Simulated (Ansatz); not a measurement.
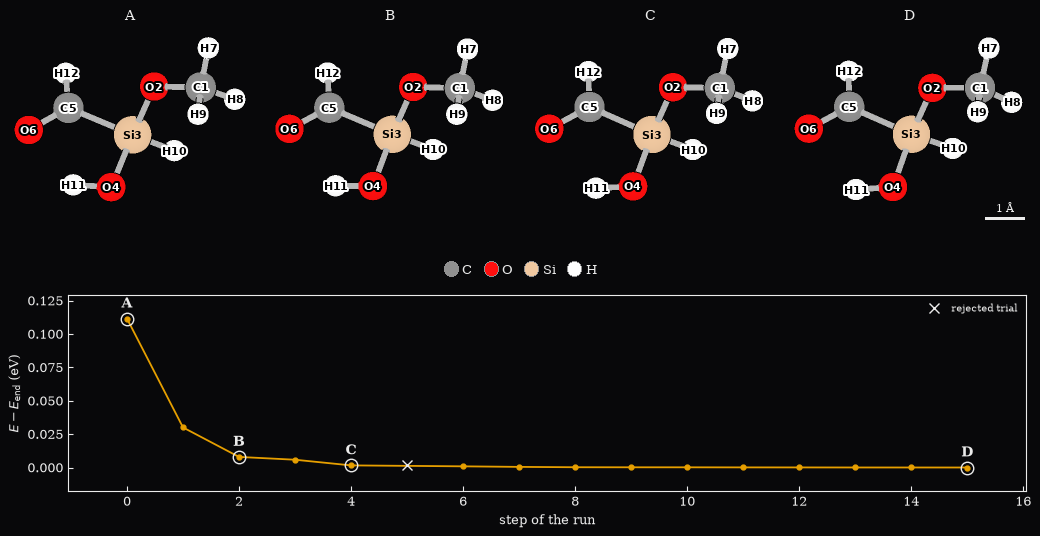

Frames of a relaxation of C$_{2}$H$_{6}$O$_{3}$Si, marked on the history of the run. Style: ball-and-stick. Shown at a tilt.

The start comes from PBE-D4/def2-SVP.

All numbers below come from RKS PBE0-D4/def2-TZVP in Ansatz. Set-up: force threshold 0.005 eV/Å; at most 150 steps.

> Describe the path.

The energy falls by 0.112 eV in 14 accepted moves (15 points after the start). Largest force component: 1.2 eV/Å at the start, 0.004 eV/Å at the end. The line search rejected the trial step at point 5 of the run. The largest move after the best rigid fit is that of H11, 0.16 Å. By element the largest moves are H 0.16 Å, O 0.12 Å, Si 0.05 Å, C 0.04 Å. Near-neighbour distances that change, for instance: O2–Si3 1.670 → 1.629 Å, Si3–C5 1.941 → 1.920 Å, O4–H11 0.985 → 0.964 Å, C5–H12 1.134 → 1.114 Å. Bond angles that change, for instance: Si3–O4–H11 107.3° → 113.6°, O4–Si3–C5 101.0° → 104.6°, C5–Si3–H10 117.8° → 115.4°. From step 0 to 2: H11 moves most (0.08 Å), energy −0.104 eV. From step 2 to 4: H11 moves most (0.07 Å), energy −0.006 eV. From step 4 to 15: H9 moves most (0.06 Å), energy −0.002 eV.
